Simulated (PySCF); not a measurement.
GeO2: frequency calculation

The run: frequency calculation of GeO2, multiplicity 3. Method and program: UHF-based HF, Ge def2-SVP, O def2-SVP; non-relativistic Hamiltonian; density fitting (PySCF 2.14.0).

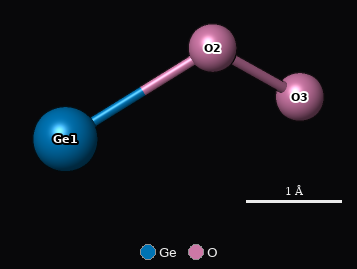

*The structure (ball-and-stick view, seen at a tilt; atoms are numbered from 1 in the order of the input). Sticks mark near contacts.*

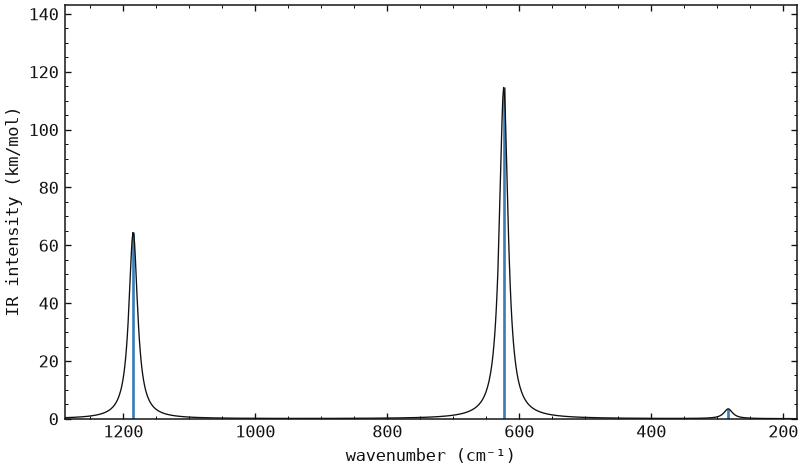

*Harmonic infrared spectrum, unscaled: sticks (degenerate modes added up, dark ones marked on the axis) with a Lorentzian envelope of 16 cm⁻¹ full width, scaled to the tallest stick.*

3 modes from 283 to 1185 cm⁻¹, none imaginary. The strongest line is at 623 cm⁻¹ (115 km/mol). All modes, in cm⁻¹ (km/mol): 283 (3.4), 623 (115), 1185 (65).

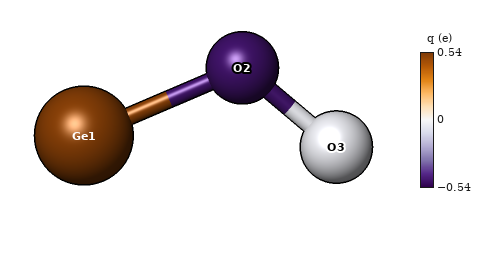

*Mulliken charges, as the colour of each atom (ball-and-stick view, seen on its broad side; atoms are numbered from 1 in the order of the input).*

By element: Ge +0.52 and O −0.48 to −0.04 e.

These pictures come from the run below.

Input file
```python
from pyscf import gto, scf, dft
mol = gto.M(atom='''
Ge    -0.169663     0.000000    -0.643082
O     -0.192179     0.000000     1.187143
O      0.976284     0.000000     1.784890''',
    basis={'Ge': 'def2-SVP', 'O': 'def2-SVP'},
    charge=0, spin=2)
mf = scf.UHF(mol)
aux = {'Ge': 'def2-universal-JKFIT', 'O': 'def2-universal-JKFIT'}
mf = mf.density_fit(auxbasis=aux)
mf.conv_tol = 1e-09
mf.diis_space = 10
mf.max_cycle = 60
mf.verbose = 4
mf.kernel()
```

The script is an equivalent of the set-up of the self-consistent field. The run itself was carried out by a driver, which started from the orbitals of the step before it where there was one and computed the further properties.

Run as:
```bash
OMP_NUM_THREADS=2 python axn.py task.json out
```

Output
```
init E= -2224.5609995751
  alpha nocc = 25  HOMO = -0.300322864457476  LUMO = 0.145597426337859
  beta  nocc = 23  HOMO = -0.405896318645459  LUMO = 0.0154011026868517
  HOMO = -0.300322864457  LUMO = 0.0154011026869  gap/eV = 8.59129
cycle= 1 E= -2224.5609995751  delta_E= -1.82e-12  |g|= 8.03e-07  |ddm|= 1.64e-06
  alpha nocc = 25  HOMO = -0.300322844319513  LUMO = 0.145597432392928
  beta  nocc = 23  HOMO = -0.405896318348667  LUMO = 0.0154011097399183
  HOMO = -0.30032284432  LUMO = 0.0154011097399  gap/eV = 8.59129
Extra cycle  E= -2224.5609995751  delta_E= -5.46e-12  |g|= 6.09e-07  |ddm|= 1.18e-06
converged SCF energy = -2224.5609995751  <S^2> = 2.0253514  2S+1 = 3.0168536
```

Summary

| quantity | value |
| --- | --- |
| outcome | converged |
| total energy | −2224.561000 hartree |
| ⟨S²⟩ | 2.025 |
| zero-point energy | 0.004765 hartree |
| dipole moment | 2.56 D |
| wavenumbers, lowest and highest | 283 and 1185 cm⁻¹ |
| hardware | 2 threads of Arm Neoverse V1, 24 GiB of memory available, shared host |
| wall time | 9.2 s (CPU time 15 s) |
| peak memory | 0.27 GiB |
